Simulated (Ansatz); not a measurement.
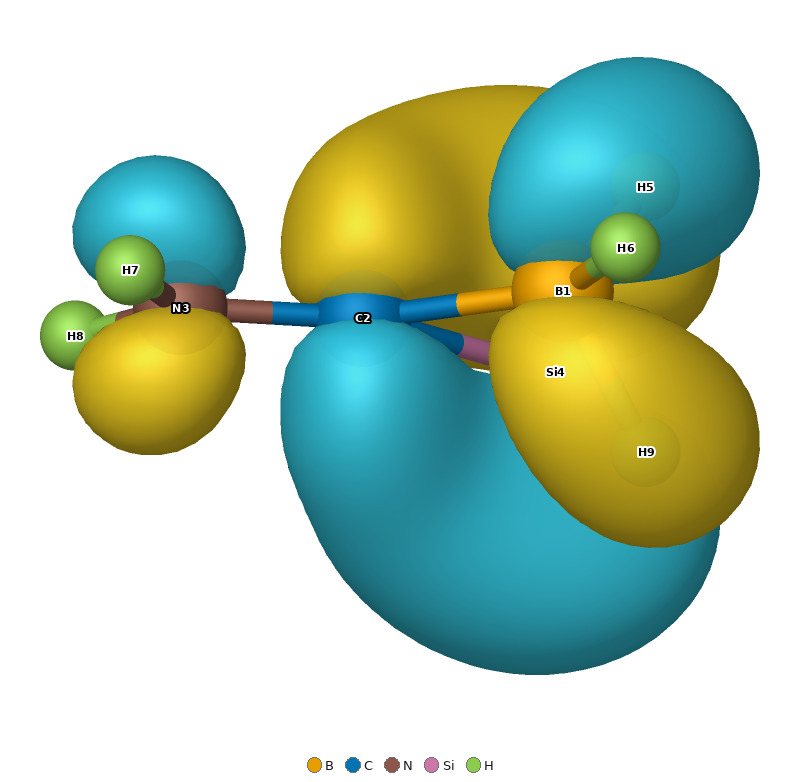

The picture shows: CH5BNSi (charge +1). The LUMO at ±0.1 Å⁻³ᐟ² (yellow and cyan are the two phases), seen from one side.

These are results of RKS PBE0-D4/def2-SVP (Ansatz), not measurements.

```xyz
9

B     0.0611    0.4987   -1.0106
C     0.1988   -0.0758    0.4134
N     0.2359    0.3039    1.6328
Si    0.2632   -1.5901   -0.7830
H    -0.8357   -0.3783   -1.4518
H    -0.0658    1.5694   -1.5344
H     0.1614    1.2919    1.8924
H     0.3407   -0.3502    2.4124
H     1.0386   -0.2100   -1.5669
```

What is the character of this orbital?

Answer. By Hirshfeld shares it lies mainly on Si4 (about 50 %), C2 (about 15 %), B1 (about 15 %) and N3 (about 5 %). Its energy is −7.36 eV.
